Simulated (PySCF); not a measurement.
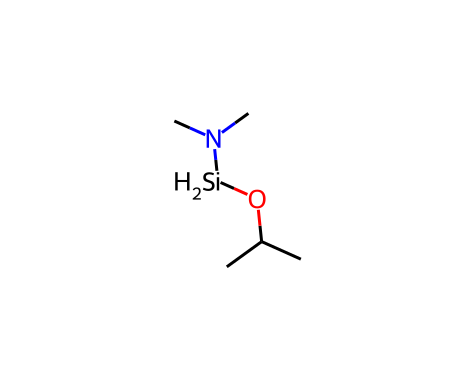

Skeletal drawing of a molecule.

Give its SMILES.

CC(C)O[SiH2]N(C)C

Give the formula, hydrogens included.

C5H15NOSi.

An optimisation with PBE0-D3(BJ)/def2-SVP gave a structure of which point group?

C1. Other conformers may differ.

More results for the same structure follow; atom numbers are the same in all pictures, views and colours differ. The geometry was computed by an optimisation with PBE0-D3(BJ)/def2-SVP. No frequency run is at hand to confirm it as a minimum.

Geometry

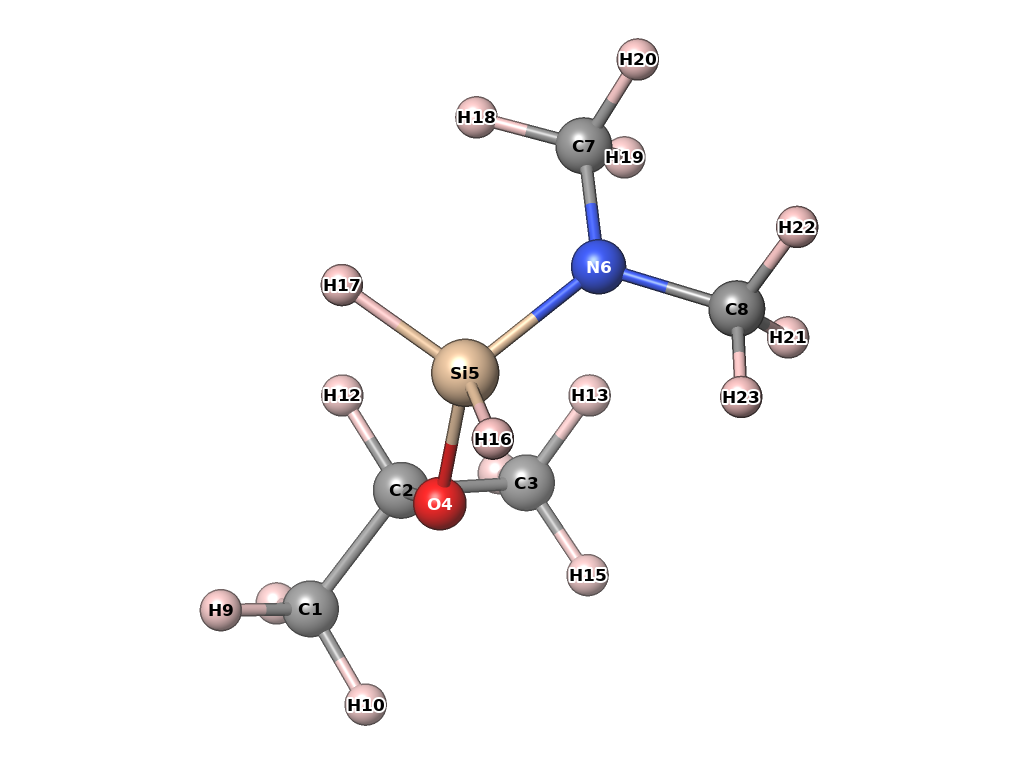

C2 lies behind O4. The molecule seen a little off the O4–C2 bond, O4 in front. Atoms fade into the background with distance from the viewer. No frequency run is at hand to confirm it as a minimum.

What is the torsion angle Si5–O4–C2–C1? The sign is positive where the front bond must turn clockwise to cover the back bond.

−146°, anticlinal.

Core levels

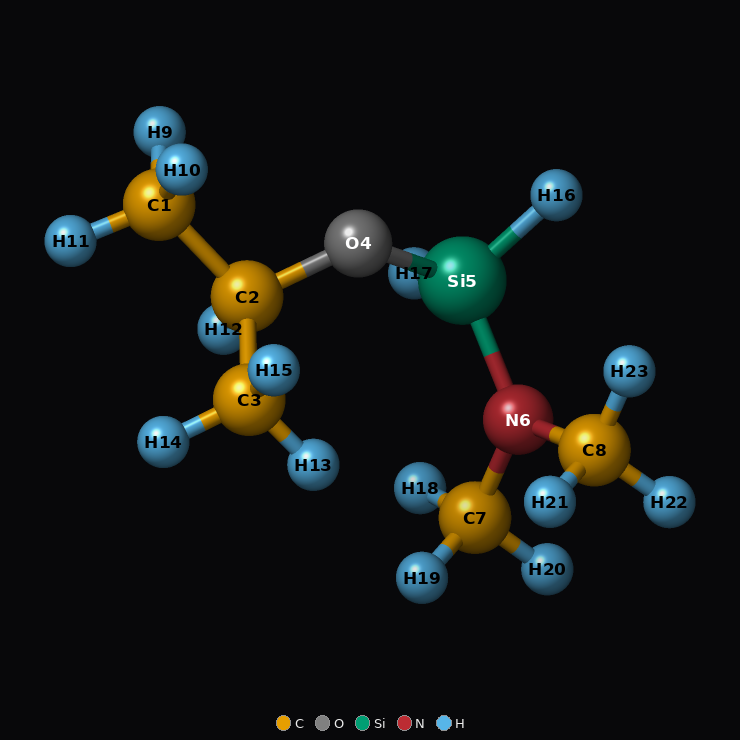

No frequency run is at hand to confirm it as a minimum. Level of theory: delta-SCF UKS SCAN, pcX-2 on the ionised atom, pcseg-1 elsewhere, spin-free X2C (PySCF 2.14.0).

Give the core-electron binding energies (to vacuum; p and d levels without spin–orbit splitting) of C1 1s, C2 1s, O4 1s, Si5 1s, Si5 2p, N6 1s, C7 1s.

```tsv
atom	level	binding energy (eV)
C1	1s	290.4
C2	1s	292.0
O4	1s	537.3
Si5	1s	1846.9
Si5	2p	107.1
N6	1s	404.2
C7	1s	291.5
```

Excitation

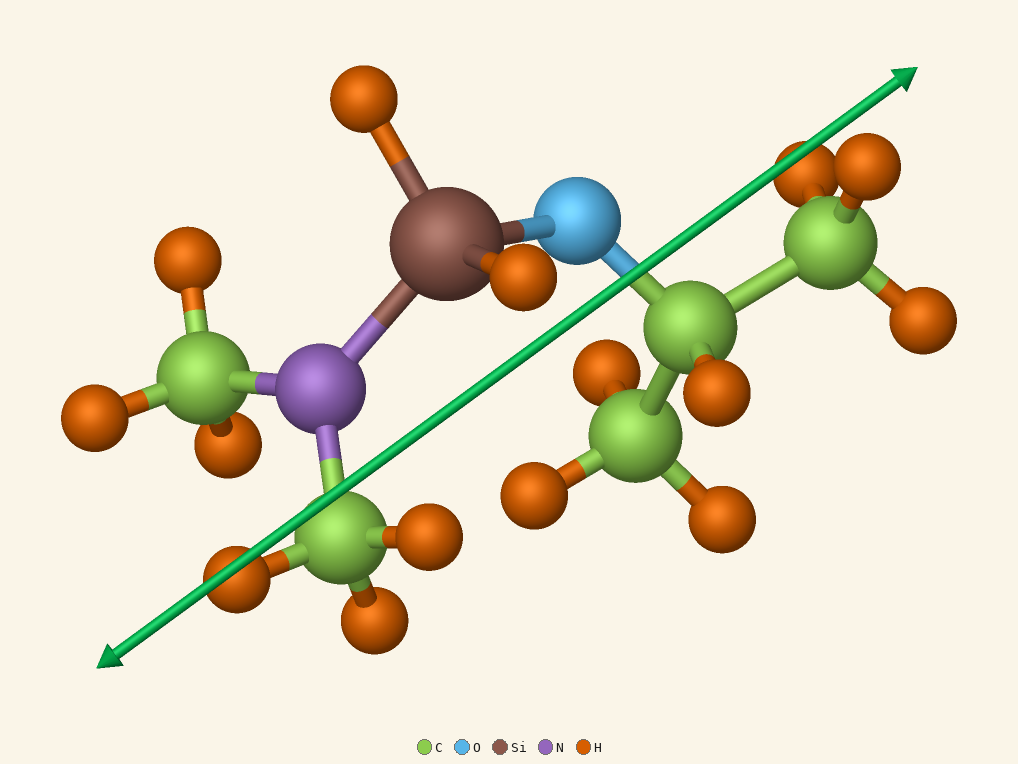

The double arrow shows the direction of the transition dipole to excited singlet state 2 (its length means nothing). No frequency run is at hand to confirm it as a minimum. Method: TDDFT B3LYP/def2-SVPD, vertical, gas phase, core orbitals frozen in the response (PySCF 2.14.0).

Where does the transition lie, and how strong is it?

6.22 eV (199 nm), oscillator strength 0.057, mainly HOMO → LUMO+1 (weight 0.86); transition dipole 1.55 D.

NMR shielding

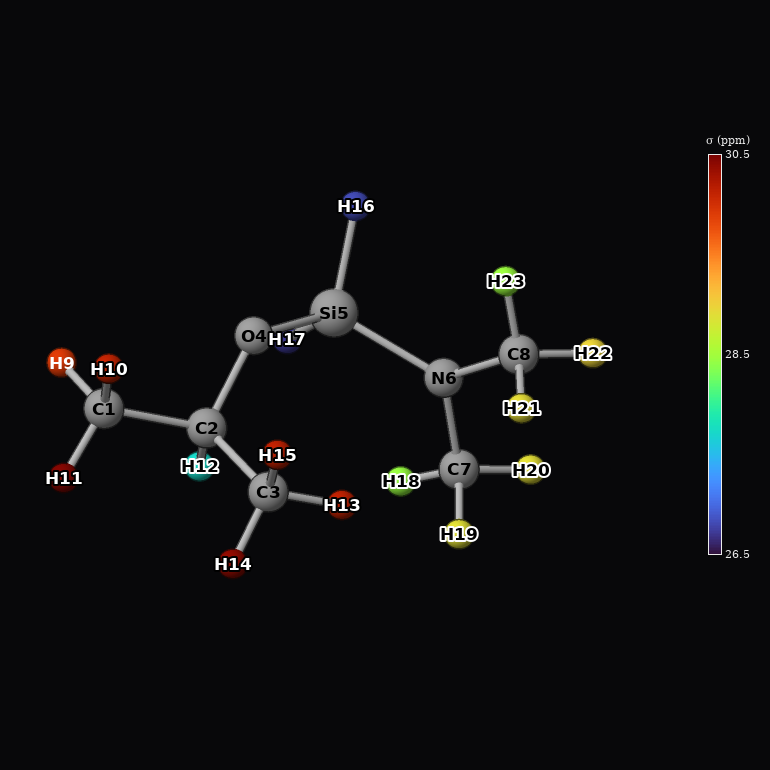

Atoms are coloured by their isotropic NMR shieldings (H only, the others grey). No frequency run is at hand to confirm it as a minimum. Method: GIAO mPW1PW91/pcSseg-1 NMR shielding, non-relativistic, gas phase (PySCF 2.14.0).

Which H atom is the most shielded (lowest chemical shift)?

H11 (30.45 ppm).

Which H atom is the least shielded (highest chemical shift)?

H17 (26.73 ppm).

How wide is the range of H shifts?

3.72 ppm.

List the isotropic NMR shieldings of the H atoms.

```tsv
atom	σ (ppm)
H9	29.92
H10	30.10
H11	30.45
H12	27.72
H13	30.13
H14	30.39
H15	30.13
H16	26.82
H17	26.73
H18	28.45
H19	28.89
H20	28.89
H21	28.92
H22	28.97
H23	28.46
```
